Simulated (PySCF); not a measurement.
## Electronic structure of H₅P₃ in real space

The calculation's input:

```
{"job": {"kind": "uv", "xc": "CAM-B3LYP", "basis": "def2-SVPD", "nstates": 8, "ntriplets": 3}, "charge": 0, "multiplicity": 1}
P      1.656175     0.032739    -0.525137
P     -0.017923    -0.308544     0.810573
P     -1.583808    -0.169163    -0.683393
H      1.590097     1.419983    -0.387956
H      2.589931    -0.075941     0.502299
H      0.073249    -1.700794     0.711974
H     -1.707046     1.214183    -0.546073
H     -2.591616    -0.403051     0.248627
```

Command:

```sh
OMP_NUM_THREADS=1 python probes_run.py task.json out
```

Geometry: GFN2-xTB.

Level of theory: CAM-B3LYP/def2-SVPD, SCF density, gas phase (PySCF).

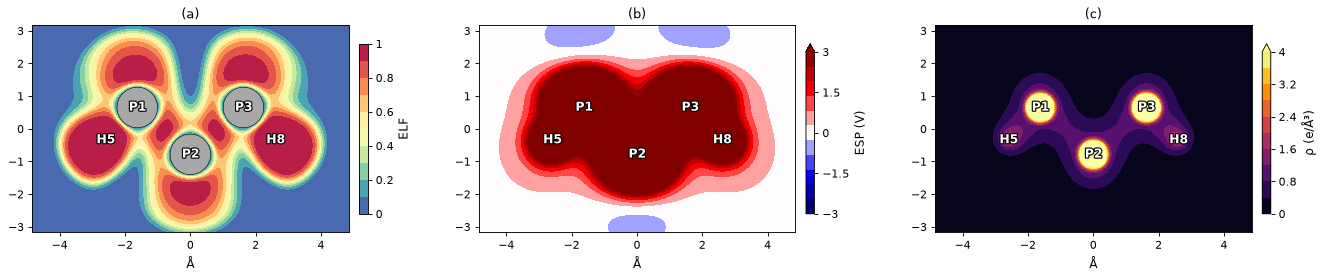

Figure 1. (a) ELF; (b) electrostatic potential; (c) electron density on the plane of atoms P2, P3 and H8. Grey discs cover the atomic cores in the ELF map.

Question: Read the bonding off the picture.

Answer: The section cuts through P and H sites.
P–P (2.17 Å): ρ at the midpoint is about 0.86 e/Å³; the ELF peaks at about 0.95 between the atoms; a covalent bond.
P–H (1.39 Å): ρ at the midpoint is about 1.1 e/Å³; the ELF climbs to about 1 towards the hydrogen, as it does in any bond to H.
The ELF also peaks beside P2, P1 and P3, away from the bonds: lone-pair regions.
Outside the dense part of the molecule the potential is most negative (−0.4 V) near P1 and P3.

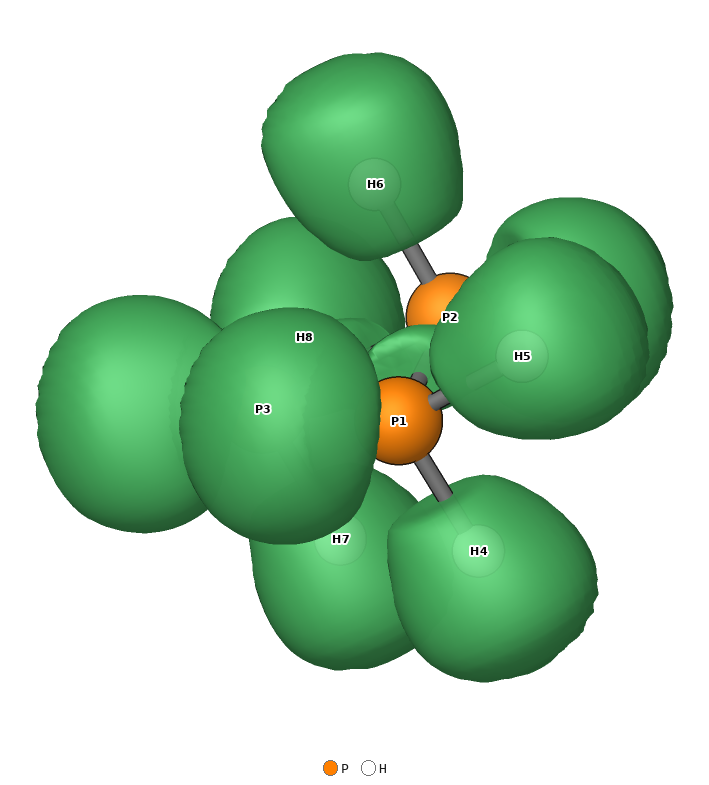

Figure 2. Isosurface of the electron localisation function at 0.85 (green), seen at an oblique angle. Only the valence region is drawn (cores and ρ < 0.01 e/Å³ removed).

Question: What do the ELF domains correspond to?

Answer: The surface consists of two regions between bonded P–P atoms (shared pairs), five regions around hydrogen nuclei and three lobes on P, pointing away from the bonds (lone pairs).
